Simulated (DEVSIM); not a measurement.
Device: Ru/SiO2/p-Ge capacitor, at 250 K.

```tsv
layer (left to right)	material	thickness (nm)	Na (cm⁻³)
1	SiO2	11.0	-
2	Ge	2200	7.1e16
```

Metal gate on the left, work function 4.7 eV. Fixed charge at the semiconductor interface 3.4e10 cm⁻² (in units of +e); no interface traps.

This is a model device: material constants are rounded textbook-type values typed into the input, and sizes, dopings and lifetimes were drawn at random. Values at 300 K; Nc and Nv go as T^1.5, mobilities as T to minus their exponent, the gap by Varshni's rule with the affinity fixed.

| parameter | SiO2 | Ge |
|---|---|---|
| gap (eV) | 9 | 0.664 |
| affinity (eV) | 0.9 | 4 |
| permittivity | 3.9 | 16 |
| Nc (cm⁻³) | - | 1.04e19 |
| Nv (cm⁻³) | - | 6e18 |
| Varshni α (eV/K) | - | 0.000477 |
| Varshni β (K) | - | 235 |

DEVSIM, 1D Poisson equation in equilibrium, Boltzmann statistics, complete ionisation; no quantum confinement or tunnelling. Metal contacts follow the ideal Schottky-Mott rule: no Fermi-level pinning, no interface dipoles.

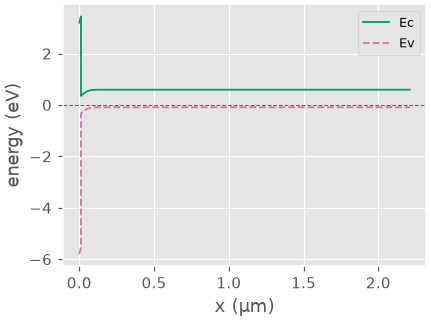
Figure: Band edges at 0.6 V on the gate

Energies count from the Fermi level of the right contact; mesh points crowd at the junctions.

```json
[
 {"x (μm)": "0.000", "Ec (eV)": "3.200", "Ev (eV)": "-5.800", "n (cm⁻³)": "< 1e2", "p (cm⁻³)": "< 1e2", "field (V/cm)": "230000"},
 {"x (μm)": "0.001252", "Ec (eV)": "3.229", "Ev (eV)": "-5.771", "n (cm⁻³)": "< 1e2", "p (cm⁻³)": "< 1e2", "field (V/cm)": "230000"},
 {"x (μm)": "0.003561", "Ec (eV)": "3.281", "Ev (eV)": "-5.719", "n (cm⁻³)": "< 1e2", "p (cm⁻³)": "< 1e2", "field (V/cm)": "230000"},
 {"x (μm)": "0.006987", "Ec (eV)": "3.360", "Ev (eV)": "-5.641", "n (cm⁻³)": "< 1e2", "p (cm⁻³)": "< 1e2", "field (V/cm)": "230000"},
 {"x (μm)": "0.01007", "Ec (eV)": "3.430", "Ev (eV)": "-5.570", "n (cm⁻³)": "< 1e2", "p (cm⁻³)": "< 1e2", "field (V/cm)": "230000"},
 {"x (μm)": "0.01117", "Ec (eV)": "0.352", "Ev (eV)": "-0.331", "n (cm⁻³)": "6.3e11", "p (cm⁻³)": "9.8e11", "field (V/cm)": "59000"},
 {"x (μm)": "0.01264", "Ec (eV)": "0.361", "Ev (eV)": "-0.322", "n (cm⁻³)": "4.2e11", "p (cm⁻³)": "1.5e12", "field (V/cm)": "58000"},
 {"x (μm)": "0.01784", "Ec (eV)": "0.390", "Ev (eV)": "-0.293", "n (cm⁻³)": "1.1e11", "p (cm⁻³)": "5.7e12", "field (V/cm)": "54000"},
 {"x (μm)": "0.02670", "Ec (eV)": "0.435", "Ev (eV)": "-0.248", "n (cm⁻³)": "1.4e10", "p (cm⁻³)": "4.5e13", "field (V/cm)": "47000"},
 {"x (μm)": "0.04657", "Ec (eV)": "0.512", "Ev (eV)": "-0.171", "n (cm⁻³)": "3.8e8", "p (cm⁻³)": "1.6e15", "field (V/cm)": "31000"},
 {"x (μm)": "0.08989", "Ec (eV)": "0.583", "Ev (eV)": "-0.100", "n (cm⁻³)": "1.4e7", "p (cm⁻³)": "4.5e16", "field (V/cm)": "5600"},
 {"x (μm)": "0.2309", "Ec (eV)": "0.593", "Ev (eV)": "-0.090", "n (cm⁻³)": "8800000", "p (cm⁻³)": "7.1e16", "field (V/cm)": "≈ 0"},
 {"x (μm)": "0.4916", "Ec (eV)": "0.593", "Ev (eV)": "-0.090", "n (cm⁻³)": "8800000", "p (cm⁻³)": "7.1e16", "field (V/cm)": "≈ 0"},
 {"x (μm)": "1.060", "Ec (eV)": "0.593", "Ev (eV)": "-0.090", "n (cm⁻³)": "8800000", "p (cm⁻³)": "7.1e16", "field (V/cm)": "≈ 0"},
 {"x (μm)": "1.786", "Ec (eV)": "0.593", "Ev (eV)": "-0.090", "n (cm⁻³)": "8800000", "p (cm⁻³)": "7.1e16", "field (V/cm)": "≈ 0"},
 {"x (μm)": "2.016", "Ec (eV)": "0.593", "Ev (eV)": "-0.090", "n (cm⁻³)": "8800000", "p (cm⁻³)": "7.1e16", "field (V/cm)": "≈ 0"},
 {"x (μm)": "2.122", "Ec (eV)": "0.593", "Ev (eV)": "-0.090", "n (cm⁻³)": "8800000", "p (cm⁻³)": "7.1e16", "field (V/cm)": "≈ 0"},
 {"x (μm)": "2.171", "Ec (eV)": "0.593", "Ev (eV)": "-0.090", "n (cm⁻³)": "8800000", "p (cm⁻³)": "7.1e16", "field (V/cm)": "≈ 0"},
 {"x (μm)": "2.197", "Ec (eV)": "0.593", "Ev (eV)": "-0.090", "n (cm⁻³)": "8800000", "p (cm⁻³)": "7.1e16", "field (V/cm)": "≈ 0"},
 {"x (μm)": "2.205", "Ec (eV)": "0.593", "Ev (eV)": "-0.090", "n (cm⁻³)": "8800000", "p (cm⁻³)": "7.1e16", "field (V/cm)": "≈ 0"},
 {"x (μm)": "2.209", "Ec (eV)": "0.593", "Ev (eV)": "-0.090", "n (cm⁻³)": "8800000", "p (cm⁻³)": "7.1e16", "field (V/cm)": "≈ 0"},
 {"x (μm)": "2.211", "Ec (eV)": "0.593", "Ev (eV)": "-0.090", "n (cm⁻³)": "8800000", "p (cm⁻³)": "7.1e16", "field (V/cm)": "≈ 0"}
]
```
